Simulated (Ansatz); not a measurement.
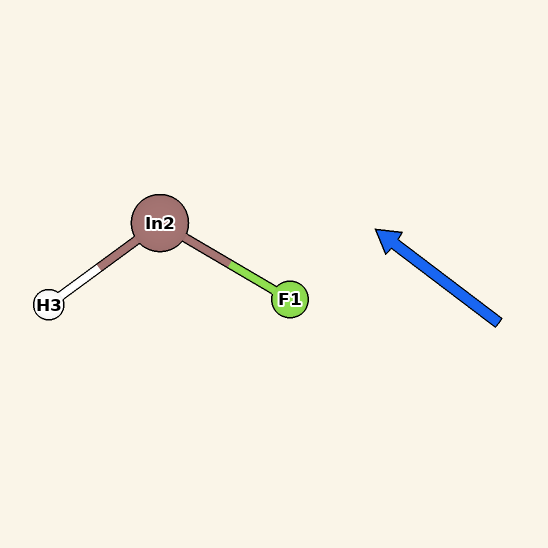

The arrow beside the molecule shows the direction of the dipole moment, from the negative to the positive end (its length means nothing). State: neutral, doublet. Computed geometry: PBE-D4/def2-SVP optimisation. No frequency run is at hand to confirm it as a minimum. Properties computed with UKS PBE-D4/def2-SVP, core potentials on In (Ansatz 0.2.0).

Q: Estimate the dipole moment.

A: 2.56 D; it points from the side of F1 to the side of H3 (the outermost atoms at the two ends).
